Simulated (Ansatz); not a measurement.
Base system: CuI in the zinc blende structure (space group F-43m, No. 216; a = 6.079 Å).

Now apply this change: hydrostatic tension (pressure −2 GPa).

Level of theory: Ansatz (a first-principles code) PBE, spin-orbit coupling left out.

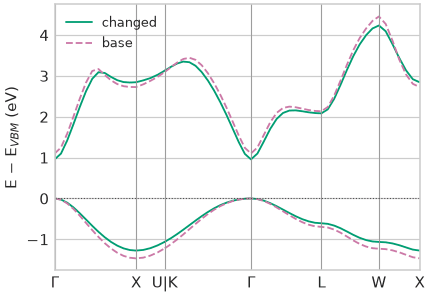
Figure. Highest valence and lowest conduction band along the path, each from its own valence-band maximum

Task: From the figure, how large is the changed gap, and is it direct?

Result: About 1.0 eV, direct at Γ.

With I present, leaving out spin-orbit coupling can change the band edges. Load acts through the strain it causes; cell and atoms are relaxed under it. No phonon test of stability was made. The final runs are not spin-polarised.
